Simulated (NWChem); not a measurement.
# CN− (SMILES [C-]#N): levels of theory compared

Aim: a comparison of 6 runs (HF/3-21G, HF/def2-SVPD, HF/aug-cc-pVTZ, PBE0/def2-SVP, SVWN5/aug-cc-pVTZ, MP2/6-311G**) of CN−. 

The calculation is run with NWChem 7.3.0.

### Step 1. The system as given

The species is CN− (2 atoms), meant as a singlet with charge -1. As SMILES, `[C-]#N`. The coordinates come from a PBE0-D4/def2-TZVPD relaxation.

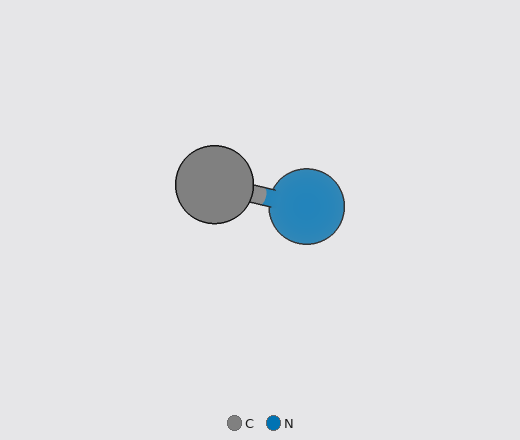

The structure, seen from a chosen angle (carbon grey, nitrogen blue).

### Step 2. Energy and gradient at HF/3-21G (run 1)

The input, run.nw:

```
START run
memory 2200 mb
charge -1

GEOMETRY units angstrom noautosym nocenter noautoz
  C        0.499700      -0.161700       0.257300
  N       -0.499700       0.161700      -0.257300
END

BASIS spherical bse
  * library 3-21G
END

SCF
  nopen 0
  rhf
  thresh 1e-08
  maxiter 80
  noprint "final vectors analysis"
END

TASK scf gradient
```

Run with:

```console
nwchem run.nw > run.out
```

Log:

```text
[...]
  functions       =    18
[...]
  wavefunction    = RHF
[...]
         Total SCF energy =    -91.749928331578
      One-electron energy =   -166.374315201138
      Two-electron energy =     55.623429211381
 Nuclear repulsion energy =     19.000957658179
        Time for solution =      0.1s
[...]
                         RHF ENERGY GRADIENTS
    atom               coordinates                        gradient
                 x          y          z           x          y          z
   1 C       0.944296  -0.305569   0.486226    0.007000  -0.002265   0.003604
   2 N      -0.944296   0.305569  -0.486226   -0.007000   0.002265  -0.003604
[...]
```

It took 0.76 s on 1 thread of AMD EPYC 7R43 (Zen 3), shared host; peak memory 0.096 GiB.

### Step 3. Energy and gradient at HF/def2-SVPD (run 2)

The input, run.nw:

```
start run
memory total 2200 mb
charge -1
geometry units angstrom noautosym nocenter noautoz
   C     0.499700   -0.161700    0.257300
   N    -0.499700    0.161700   -0.257300
end
basis "ao basis" spherical bse
   * library def2-SVPD
end
scf
   thresh 1e-08
   maxiter 80
   print low
end
task scf gradient
```

Run with:

```console
nwchem run.nw > run.out
```

Log:

```text
[...]
  functions       =    40
[...]
  wavefunction    = RHF
[...]
         Total SCF energy =    -92.231764741332
      One-electron energy =   -166.439020536896
      Two-electron energy =     55.206298137385
 Nuclear repulsion energy =     19.000957658179
        Time for solution =      0.6s
[...]
                         RHF ENERGY GRADIENTS
    atom               coordinates                        gradient
                 x          y          z           x          y          z
   1 C       0.944296  -0.305569   0.486226    0.033020  -0.010685   0.017002
   2 N      -0.944296   0.305569  -0.486226   -0.033020   0.010685  -0.017002
 Task  times  cpu:        1.0s     wall:        1.0s
 Total times  cpu:        1.0s     wall:        1.0s
```

It took 1.6 s on 1 thread of AMD EPYC 7R43 (Zen 3), shared host; peak memory 0.096 GiB.

Runs 3 to 5 aren't shown in full; the table further down has their settings and results.

### Step 4. Energy and forces at MP2/6-311G(d,p) (run 6)

The input, cn.xyz:

```xyz
2
CN mp2
C      0.499700    -0.161700     0.257300
N     -0.499700     0.161700    -0.257300
```

The input, cn.nw:

```
start cn
title "CN mp2"
memory 2200 mb
charge -1
geometry noautosym nocenter noautoz
   load cn.xyz
end
basis spherical bse
   * library 6-311G**
end
scf
   thresh 1e-08
   maxiter 80
end
mp2
   freeze core 2
   tight
end
task mp2 gradient
```

Run with:

```console
nwchem cn.nw > cn.out
```

Log:

```text
[...]
  functions       =    36
[...]
  wavefunction    = RHF
[...]
         Total SCF energy =    -92.318996265845
      One-electron energy =   -166.836196803206
      Two-electron energy =     55.516242879182
 Nuclear repulsion energy =     19.000957658179
        Time for solution =      0.7s
[...]
          Total MP2 energy           -92.610251139264
[...]
                         mp2 ENERGY GRADIENTS
    atom               coordinates                        gradient
                 x          y          z           x          y          z
   1 C       0.944296  -0.305569   0.486226   -0.037547   0.012150  -0.019334
   2 N      -0.944296   0.305569  -0.486226    0.037547  -0.012150   0.019334
[...]
```

It took 2.6 s on 1 thread of AMD EPYC 7R43 (Zen 3), shared host; peak memory 0.1 GiB.

### Step 5. Overview of the runs

```tsv
run	level	iteration cap	module	integration grid	energy (Eh)	largest force (eV/Å)	wall time
1	HF/3-21G	80	scf	–	-91.749928	0.421	0.76 s
2	HF/def2-SVPD	80	scf	–	-92.231765	1.987	1.6 s
3	HF/aug-cc-pVTZ	80	scf	–	-92.342575	2.086	22 s
4	PBE0/def2-SVP	100	dft	xfine	-92.649605	0.962	2 s
5	SVWN5/aug-cc-pVTZ	100	dft	fine	-92.095504	0.491	15 s
6	MP2/6-311G**	80	mp2	–	-92.610251	2.260	2.6 s
```

### Step 6. Summary of results

| quantity | value |
| --- | --- |
| run 6: total energy | -92.61025 Eh |
| run 6: HOMO energy (Hartree–Fock orbitals) | -4.58 eV |
| run 6: LUMO energy (Hartree–Fock orbitals) | 13.35 eV |
| run 6: HOMO–LUMO gap (to an unbound level, set by the basis) | 17.93 eV |
| run 6: correlation energy (2 core orbitals frozen) | -291.3 mEh |
| run 6: largest force on an atom | 2.260 eV/Å |

Totals of different functionals can't be ranked against each other. All runs together took 45 s, the longest 22 s.
